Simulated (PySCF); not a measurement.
# OH (SMILES [OH]): U-r2SCAN/6-31G

Aim: the energy change on altering one bond length of OH at U-r2SCAN/6-31G, from 2 runs. Input form: a Python script.

The calculation is run with PySCF 2.14.0.

9 further runs of the same task are left out: 9 set aside as unsound or not needed.

## 1. The system as given

OH has 2 atoms, charge 0, and is taken as a doublet. As SMILES, `[OH]`. Geometry: relaxed at GFN2-xTB.

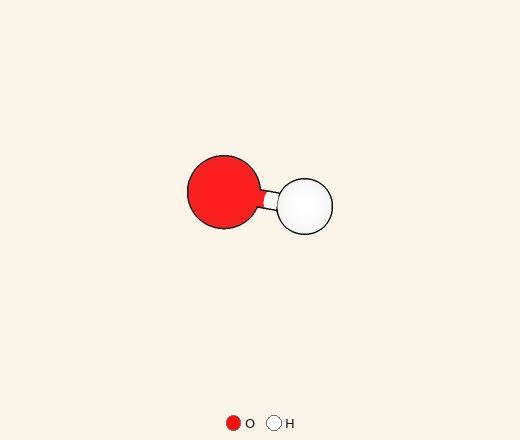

The structure, seen from a chosen angle (oxygen red, hydrogen white).

## 2. The energy at U-r2SCAN/6-31G

Input file run.py:

```python
# [OH]
from pyscf import gto, dft

mol = gto.Mole()
mol.atom = '''
O      0.778133    -0.249123     0.401435
H     -0.778133     0.249123    -0.401435
'''
mol.spin = 1
mol.verbose = 4
mol.max_memory = 1860
mol.basis = '6-31g'
mol.unit = 'bohr'
mol.build()

mf = dft.UKS(mol)
mf.xc = 'r2scan'
mf.grids.level = 5
mf.conv_tol = 1e-10
mf.kernel()
if not mf.converged:
    mf = mf.newton().run(mf.mo_coeff, mf.mo_occ)

energy = mf.e_tot
print('E = %.10f Eh' % energy)
```

Started as:

```bash
$ OMP_NUM_THREADS=1 python run.py
```

Standard output:

```text
PySCF version 2.14.0

[INPUT] num. atoms = 2
[INPUT] num. electrons = 9
[INPUT] charge = 0
[INPUT] spin (= nelec alpha-beta = 2S) = 1
[INPUT] symmetry False subgroup None
[INPUT] Mole.unit = bohr
[INPUT] Symbol           X                Y                Z      unit          X                Y                Z       unit  Magmom
[INPUT]  1 O      0.411770250665  -0.131830214316   0.212430253666 AA    0.778133000000  -0.249123000000   0.401435000000 Bohr   0.0
[INPUT]  2 H     -0.411770250665   0.131830214316  -0.212430253666 AA   -0.778133000000   0.249123000000  -0.401435000000 Bohr   0.0

nuclear repulsion = 4.39400410948526
number of shells = 7
number of NR pGTOs = 26
number of NR cGTOs = 11
basis = 6-31g
ecp = {}

[... 36 lines left out ...]
WARN: beta  nocc = 4  HOMO -0.377724999985109 >= LUMO -0.377724978634705
[... 66 lines left out ...]
converged SCF energy = -75.668406650844  <S^2> = 0.75152767  2S+1 = 2.0015271
E = -75.6684066508 Eh
```

Run time: 3.3 s. Hardware: 1 thread of Intel Xeon Platinum 8375C at 2.90GHz (Ice Lake), shared host; peak memory 0.17 GiB.

## 3. The distorted shape at the same level

Input file mol.xyz:

```xyz
2

O      1.894170    -0.606427     0.977193
H     -0.411770     0.131830    -0.212430
```

Input file calc.py:

```python
from pyscf import gto, dft

mol = gto.M(
    atom='mol.xyz',
    spin=1,
    basis='6-31g',
    charge=0,
    max_memory=1860,
    verbose=4,
)

mf = dft.UKS(mol)
mf.xc = 'r2scan'
mf.conv_tol = 1e-10
mf.grids.level = 5
mf.kernel()
if not mf.converged:
    mf = mf.newton().run(mf.mo_coeff, mf.mo_occ)

e_final = mf.e_tot
print('E(%s) = %.9f' % ('R2SCAN', e_final))
```

Started as:

```bash
$ OMP_NUM_THREADS=1 python calc.py
```

Standard output:

```text
PySCF version 2.14.0

[INPUT] num. atoms = 2
[INPUT] num. electrons = 9
[INPUT] charge = 0
[INPUT] spin (= nelec alpha-beta = 2S) = 1
[INPUT] symmetry False subgroup None
[INPUT] Mole.unit = angstrom
[INPUT] Symbol           X                Y                Z      unit          X                Y                Z       unit  Magmom
[INPUT]  1 O      1.894170000000  -0.606427000000   0.977193000000 AA    3.579462533367  -1.145980944542   1.846627140842 Bohr   0.0
[INPUT]  2 H     -0.411770000000   0.131830000000  -0.212430000000 AA   -0.778132526312   0.249122595001  -0.401434520641 Bohr   0.0

nuclear repulsion = 1.56926923220922
number of shells = 7
number of NR pGTOs = 26
number of NR cGTOs = 11
basis = 6-31g
ecp = {}

[... 36 lines left out ...]
WARN: beta  nocc = 4  HOMO -0.34147745883494 >= LUMO -0.34147741597464
[... 79 lines left out ...]
SCF not converged.
SCF energy = -75.5223874475585 after 50 cycles  <S^2> = 1.7001453  2S+1 = 2.792952
[... 60 lines left out ...]
converged SCF energy = -75.5223897611357  <S^2> = 1.7001527  2S+1 = 2.7929574
E(R2SCAN) = -75.522389761
```

It took 11 s on 1 thread of Intel Xeon Platinum 8375C at 2.90GHz (Ice Lake), shared host; peak memory 0.32 GiB.

## 4. Outcome

At U-r2SCAN/6-31G:

| quantity | value |
| --- | --- |
| first shape: total energy | -75.66841 Eh |
| first shape: dipole moment | 2.03 D |
| first shape: HOMO energy (highest over α and β) | -6.98 eV |
| first shape: LUMO energy (lowest over α and β) | -4.88 eV |
| first shape: ⟨S²⟩ | 0.752 |
| distorted shape: total energy | -75.52239 Eh |
| distorted shape: dipole moment | 0.33 D |
| distorted shape: HOMO energy (highest over α and β) | -7.11 eV |
| distorted shape: LUMO energy (lowest over α and β) | -4.94 eV |
| distorted shape: ⟨S²⟩ | 1.700 |
| energy change with the O1–H2 bond stretched from 0.963 to 2.698 Å | 3.973 eV |

In words: With the O1–H2 bond stretched from 0.963 to 2.698 Å the energy rises by 3.97 eV (92 kcal/mol). The first shape isn't relaxed at this level, so the change isn't measured from a minimum. ⟨S²⟩ (distorted shape) is 1.70 where a pure doublet has 0.75: the reference is spin-contaminated.
